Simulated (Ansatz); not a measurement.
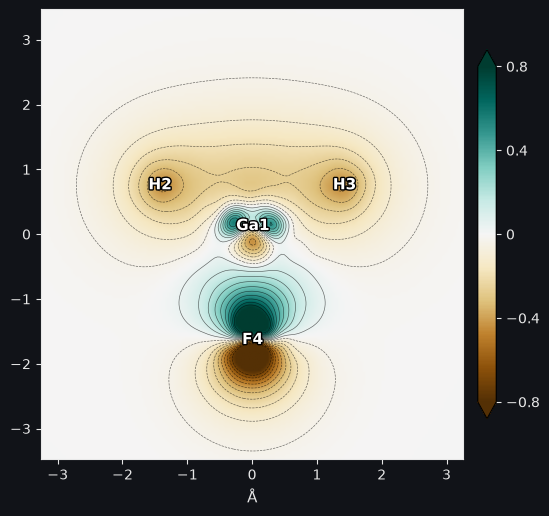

Figure. FGaH2 (GaH2F). The HOMO−1 on the molecular plane (values in Å⁻³ᐟ²; the overall sign is arbitrary).

Geometry: PBE0-D4/def2-TZVP.

Theory: Ansatz, RKS PBE0-D4/def2-TZVP.

```
atom    x (Å)    y (Å)    z (Å)
  Ga   0.0647   0.1076  -0.0003
   H   1.6079  -0.0868   0.0146
   H  -0.8311   1.3792  -0.0190
   F  -0.8415  -1.3999   0.0047
```

What is the character of this orbital?

Answer. It lies mainly on F4 (about 50 %), Ga1 (about 30 %), H2 (about 10 %) and H3 (about 10 %); it is symmetric in the molecular plane (an in-plane orbital: σ, lone-pair or in-plane π type). Its energy is −10.67 eV.
